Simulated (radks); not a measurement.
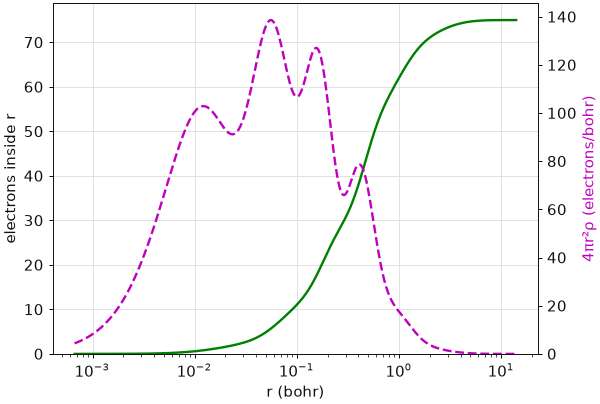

A free Re atom in the configuration [Xe] 4f14 5d5 6s1 6p1 (high spin). Computed with the in-house radial solver radks: scalar-relativistic Kohn-Sham, LDA (Slater exchange, Perdew-Wang correlation), spin-polarised, spherical densities, point nucleus.

The plot shows the number of electrons inside radius r (solid) and the radial density 4πr²ρ (dashed).

What does the plot show?

Answer. The count levels off at 75 electrons. Half of them lie within 0.394 bohr, 90 % within 1.41 bohr and 99 % within 3.98 bohr. The radial density has minima at 0.0235, 0.0998 and 0.289 bohr, where the count stands at 1.9, 11.0 and 29.9; these part the shells that the density resolves.
